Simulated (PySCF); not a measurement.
# C4H10O2, SMILES `CC(O)COC`: electronic structure

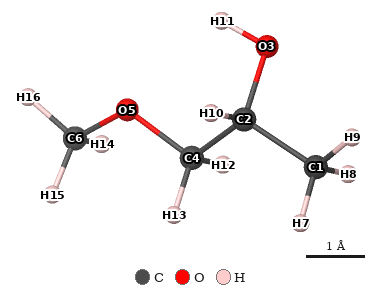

The molecule, with its atoms numbered as below. No frequency check shows the geometry to be a minimum.

Coordinates in Å:

```
C1       2.2203   -0.7925   -0.0693
C2       1.0233    0.0557    0.3392
O3       1.1777    1.3402   -0.2178
C4      -0.2948   -0.5677   -0.1346
O5      -1.3428    0.2815    0.2834
C6      -2.6121   -0.1734   -0.1047
H7       2.1549   -1.7812    0.3756
H8       2.2545   -0.8835   -1.1517
H9       3.1328   -0.3073    0.2641
H10      0.9807    0.1350    1.4384
H11      0.3407    1.8049   -0.0970
H12     -0.2926   -0.6542   -1.2320
H13     -0.4180   -1.5722    0.2960
H14     -2.6941   -0.2394   -1.1968
H15     -2.8275   -1.1596    0.3242
H16     -3.3316    0.5512    0.2711
```

### 1. Excited states

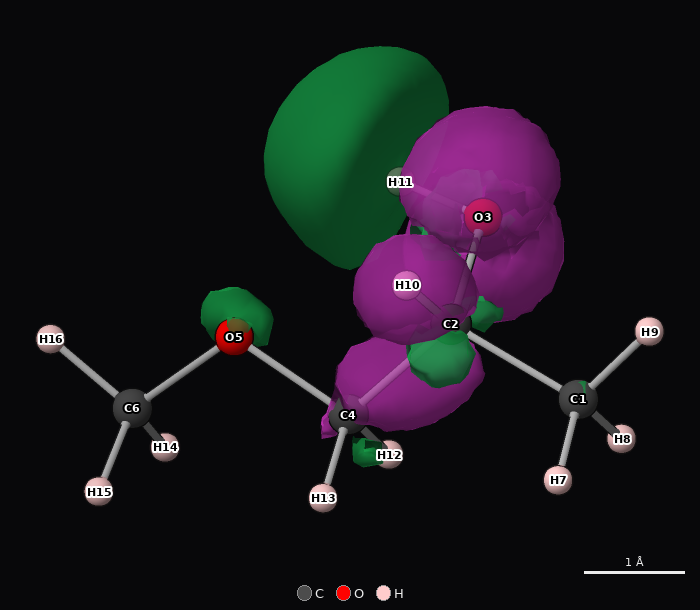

Unrelaxed difference density of S₂ less the ground state (TDA singlet states), ±0.03 e/Å³; green: gain, purple: loss.

Level of theory: CAM-B3LYP/def2-SVP (PySCF), at a geometry from GFN2-xTB. Without diffuse functions Rydberg states are missing, so the states' numbers hold for this basis only.

How does the charge move on excitation?

Answer. 0.79 e is displaced in all, of which about 0.5 e passes between atoms: O3 (0.48 e) loses electrons and H11 (0.35 e) and O5 (0.05 e) gain them. The state: 8.19 eV (151 nm), f = 0.006; the leading pair carries 99 %; hole on O3 (66 %), C2 (11 %) and H10 (7 %), electron on H11 (39 %), O3 (18 %) and C2 (8 %); their centroids lie 0.8 Å apart; S₁ lies within 0.1 eV of it.

### 2. In an electric field

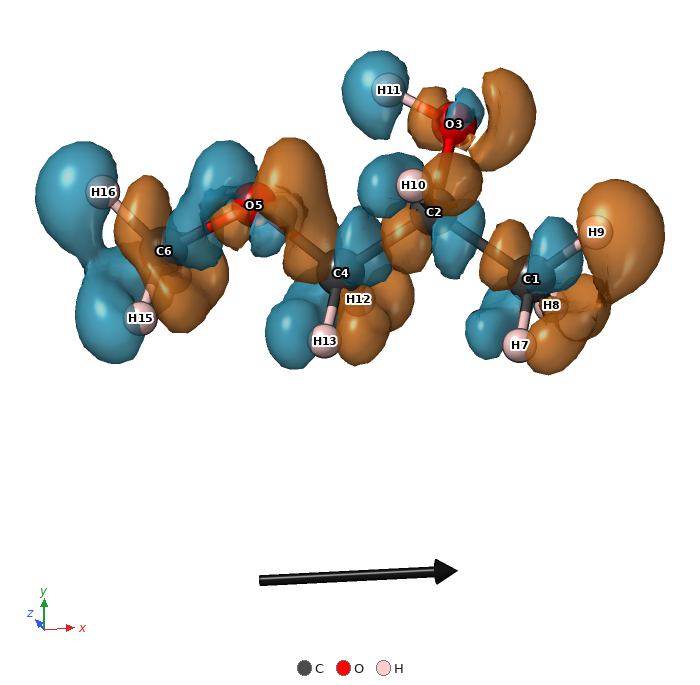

Change of the electron density in a uniform field of 0.21 V/Å along +x (arrow), surfaces at ±0.002 e/Å³ (light blue: gain, orange: loss).

PySCF calculation, BP86/def2-SVPD, gas phase; geometry: GFN2-xTB.

What dipole is induced, and what polarisability does it imply?

Answer. The induced dipole is 0.77 D (along the field); α along this axis, from the fields in both directions, is 76 bohr³ (11.2 Å³).

Which atoms gain and lose the most charge?

Answer. Electrons gather most on H16 (Hirshfeld charge changes by −0.007 e) and leave H9 most (+0.009 e); 0.067 electrons are displaced in all.

### 3. Localised orbitals

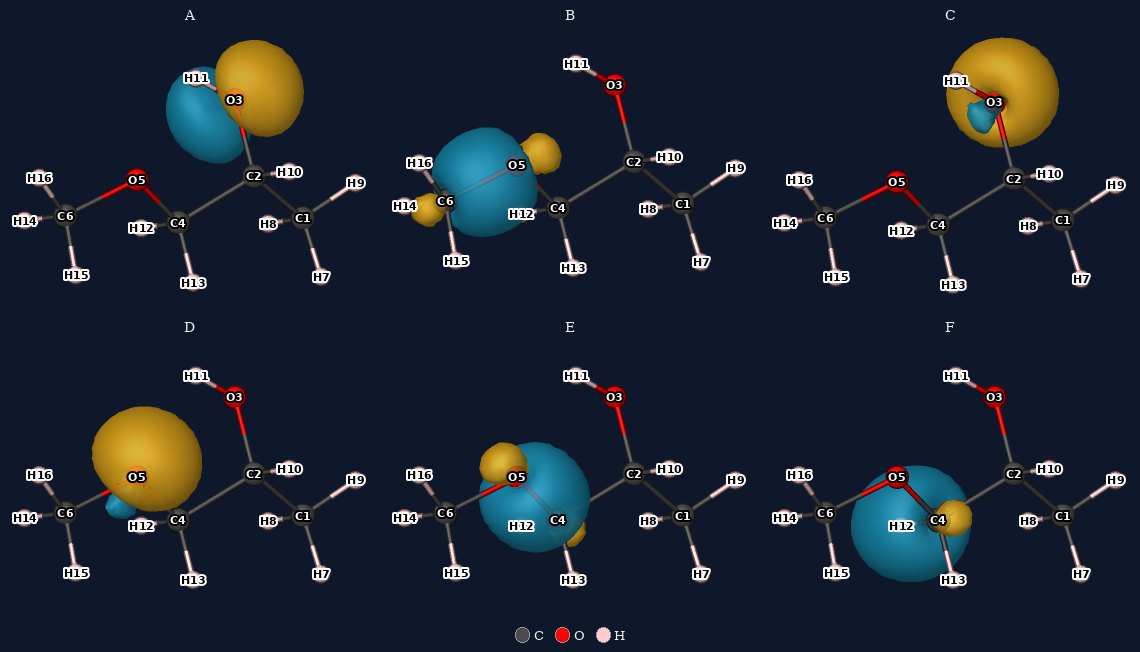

Pipek–Mezey orbitals, occupied; each surface holds about 85 % of the orbital's density. Energies are diagonal elements of the Fock matrix.

Level of theory: PBE0/cc-pVDZ (PySCF), at a geometry from GFN2-xTB.

Identify each orbital.

Answer. By panel:
- A: lone pair on O3 (p-type) (O3 97 %; −8.3 eV)
- B: σ bond O5–C6 (O5 63 %, C6 36 %; −19.9 eV)
- C: lone pair on O3 (sp1-type) (O3 99 %; −14.2 eV)
- D: lone pair on O5 (sp1.1-type) (O5 98 %; −14.8 eV)
- E: σ bond O5–C4 (O5 64 %, C4 36 %; −19.7 eV)
- F: σ bond C4–H12 (C4 55 %, H12 45 %; −13.7 eV)

### 4. Stretching a bond

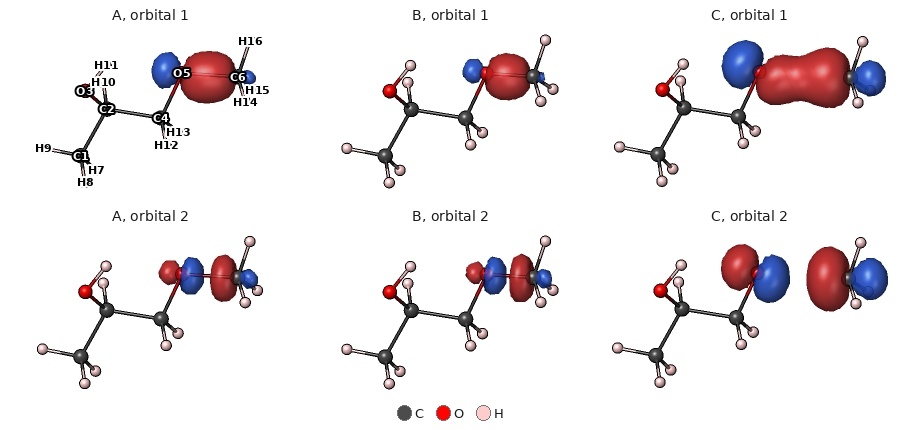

Rigid stretch of the O5–C6 bond. The two CASSCF(2,2) natural orbitals nearest half filling (orbital 1 the more occupied).

Level of theory: 6-31G* basis (PySCF), at a geometry from GFN2-xTB.

The columns are at 1.31, 1.56 and 2.56 Å, in some order. Assign them, and give the occupations.

Answer. A: 1.56 Å, occupations 1.96 and 0.04. B: 1.31 Å, occupations 1.99 and 0.01. C: 2.56 Å, occupations 1.49 and 0.51.

Where does the UHF solution part from RHF?

Answer. Between 1.70 Å (⟨S²⟩ = 0, the two coincide) and 1.92 Å (⟨S²⟩ = 0.35); at 3.98 Å ⟨S²⟩ is 1.01 and UHF lies 6.0 eV below RHF.

How much energy does the stretch cost?

Answer. By CASSCF, 3.4 eV from the lowest point of the scan (1.42 Å) to 3.98 Å; RHF gives 8.7 eV from its own lowest point. The fragments aren't relaxed and dynamic correlation is missing, so this isn't a bond dissociation energy.

The PySCF runs shown took 12 min, 3.1 min, 37 s and 18 min on 1 thread of Arm Neoverse N1, with other jobs on the host.
